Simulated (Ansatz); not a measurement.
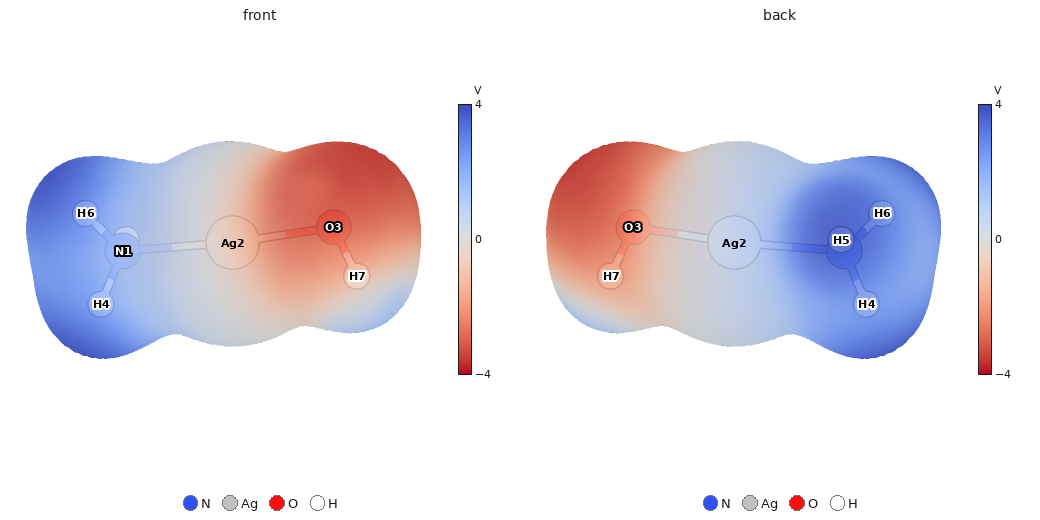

AgH₄NO (SMILES [NH3+][Ag-][OH]). The molecular electrostatic potential painted on the density surface at 0.004 e/bohr³, seen from the front and from behind; the colour scale runs from red (negative) to blue (positive).

Geometry: PBE0-D4/def2-TZVP; core potentials replace the inner electrons of Ag.

These are results of RKS PBE0-D4/def2-TZVPP in Ansatz, not measurements.

The calculation's input:

```
crystal:
  periodic: [false, false, false]
  atoms:
    - {symbol: N, position_ang: [-1.195003, 0.656241, -0.218600]}
    - {symbol: Ag, position_ang: [0.701353, -0.245257, 0.180282]}
    - {symbol: O, position_ang: [2.493346, -0.967563, 0.606455]}
    - {symbol: H, position_ang: [-1.889779, -0.045297, -0.446746]}
    - {symbol: H, position_ang: [-1.138875, 1.301029, -0.998535]}
    - {symbol: H, position_ang: [-1.530381, 1.172164, 0.586897]}
    - {symbol: H, position_ang: [2.559349, -1.871317, 0.290237]}
basis:
  gaussian: {orbitals: def2-TZVPP}
hamiltonian: {xc: pbe0, dispersion: d4}
output: {orbitals: {seedname: orbitals}}
```

Launched as:

```sh
ansatz run in.yaml --threads 2 --pin off --events-out ev --progress --plain --max-ram 32768MiB --backend cpu
```

**Which sites attract a positive test charge, and which a negative one?**

A positive charge is drawn to the negative regions and a negative charge to the positive ones. The most negative region (about −3.4 V) lies over O3, the most positive (about +3.7 V) over H4, H5 and H6. O3 is the likeliest acceptor of a hydrogen bond.
